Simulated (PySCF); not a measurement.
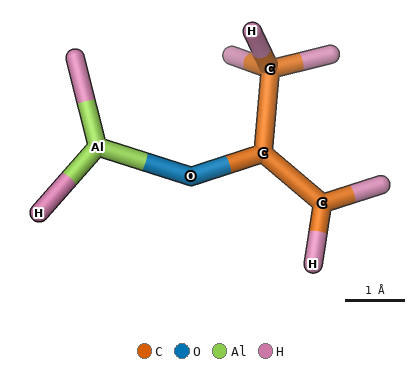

Figure 1. The input geometry (stick view, seen at a tilt). Sticks mark near contacts. Bond lengths as drawn: Al–H 1.58 Å, Al–O 1.71 Å, C–C 1.34 to 1.50 Å, C–H 1.09 to 1.10 Å and C–O 1.35 Å.

NMR shielding calculation, with input and output: C3H7AlO

C3H7AlO, SMILES C=C(C)[O][AlH2], computed with GIAO PBE0/cc-pVTZ NMR shielding, non-relativistic, gas phase (PySCF 2.14.0).

The geometry comes from this level: PBE0-D3(BJ)/def2-SVP. Figures and captions count atoms from 1; the log counts them from 0 in places.

Input file
```
{"job": {"kind": "nmr", "xc": "PBE0", "basis": "cc-pVTZ", "pop": true}, "charge": 0, "multiplicity": 1}
C     -1.383318    -1.403988    -0.538121
C     -0.503379    -0.405814    -0.382812
C     -0.877254     0.984071     0.030341
O      0.809586    -0.613376    -0.599524
Al     2.348206     0.131177    -0.633643
H     -1.045120    -2.395929    -0.842317
H     -2.446641    -1.239180    -0.362903
H     -0.572534     1.713999    -0.738776
H     -1.958339     1.081041     0.191570
H     -0.358178     1.266971     0.961776
H      3.545346    -0.832103    -0.991200
H      2.481251     1.678837    -0.319385
```

The first line tells a small driver script what to run in PySCF; the rest is the geometry in Å.

Command:
```bash
OMP_NUM_THREADS=1 python <driver script> task.json out
```

Log
```
coarse grid: 10312 points
cycle   1  E = -435.8232581816  dE =  3.711e-01  |g| = 7.473e-01  |ddm| = 6.713e+00
cycle   2  E = -435.6042738726  dE =  2.190e-01  |g| = 1.288e+00  |ddm| = 2.483e+00
cycle   3  E = -435.9277392382  dE = -3.235e-01  |g| = 1.564e-01  |ddm| = 1.590e+00
cycle   4  E = -435.9317057627  dE = -3.967e-03  |g| = 7.056e-02  |ddm| = 2.771e-01
cycle   5  E = -435.9327971694  dE = -1.091e-03  |g| = 2.339e-02  |ddm| = 1.236e-01
cycle   6  E = -435.9329341358  dE = -1.370e-04  |g| = 4.846e-03  |ddm| = 3.864e-02
cycle   7  E = -435.9329399113  dE = -5.775e-06  |g| = 5.746e-04  |ddm| = 8.190e-03
final grid: 94328 points
cycle   8  E = -435.9293973489  dE = -5.121e-05  |g| = 1.038e-02  |ddm| = 1.059e-01
cycle   9  E = -435.9293708696  dE =  2.648e-05  |g| = 1.590e-02  |ddm| = 3.134e-02
cycle  10  E = -435.9294166498  dE = -4.578e-05  |g| = 1.815e-03  |ddm| = 1.854e-02
cycle  11  E = -435.9294173489  dE = -6.991e-07  |g| = 3.206e-04  |ddm| = 2.833e-03
cycle  12  E = -435.9294173679  dE = -1.903e-08  |g| = 1.649e-04  |ddm| = 6.043e-04
cycle  13  E = -435.9294173743  dE = -6.362e-09  |g| = 3.357e-05  |ddm| = 2.664e-04
cycle  14  E = -435.9294173746  dE = -2.974e-10  |g| = 5.913e-06  |ddm| = 5.899e-05
```

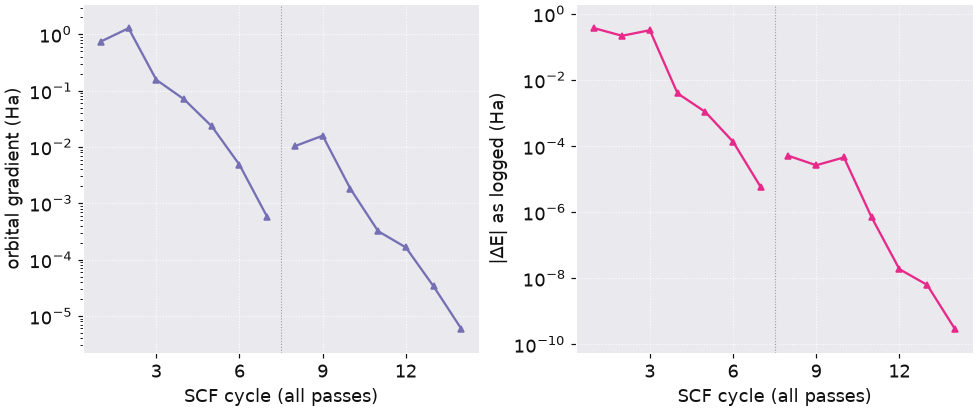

Figure 2. Convergence of the self-consistent field: orbital gradient and size of the energy change against the SCF cycle. The dotted line marks the change from a coarse to the final integration grid. The first 7 cycles use a coarse grid, the final grid takes over at cycle 8, and the field converges after 14 cycles in all.

```
converged SCF energy = -435.9294173746

GIAO shielding tensors (ppm)
atom      isotropic    diamagn.    paramagn.     s11        s22        s33       span
  0 C       92.072     254.763    -162.692     -0.614    127.059    149.770    150.385
  1 C       24.303     248.498    -224.195    -90.046     56.572    106.385    196.431
  2 C      162.756     245.282     -82.525    147.047    155.441    185.781     38.733
  3 O      138.714     371.746    -233.032     39.046     92.761    284.334    245.288
  4 Al     394.663     800.583    -405.920    321.321    381.155    481.514    160.193
  5 H       26.878      30.374      -3.496     24.262     25.503     30.868      6.606
  6 H       27.089      30.546      -3.457     25.174     25.473     30.620      5.447
  7 H       29.480      30.099      -0.619     26.562     27.868     34.011      7.449
  8 H       29.296      30.186      -0.890     25.501     28.674     33.712      8.212
  9 H       29.535      30.529      -0.994     26.652     27.859     34.095      7.442
 10 H       26.739      28.499      -1.761     23.392     24.878     31.946      8.555
 11 H       26.430      29.245      -2.815     22.907     25.539     30.844      7.937
```

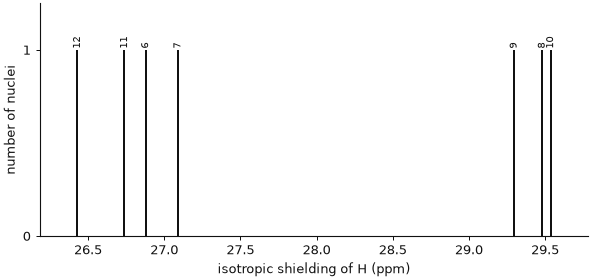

Figure 3. Isotropic shieldings of the hydrogen nuclei in this fixed geometry, labelled by atom number; shielding grows to the right, so chemical shift grows to the left. The least shielded is H12 (26.4 ppm), the most shielded H10 (29.5 ppm).

Results in brief

| quantity | value |
| --- | --- |
| outcome | converged |
| total energy | −435.929417 hartree |
| HOMO | −6.49 eV |
| LUMO | −1.30 eV |
| dipole moment | 1.17 D |
| isotropic shielding, C | 24.3 to 162.8 ppm |
| isotropic shielding, O | 138.7 ppm |
| isotropic shielding, Al | 394.7 ppm |
| isotropic shielding, H | 26.4 to 29.5 ppm |
| hardware | 1 CPU thread, shared host |
| wall time | 26 s |
| peak memory | 0.93 GiB |
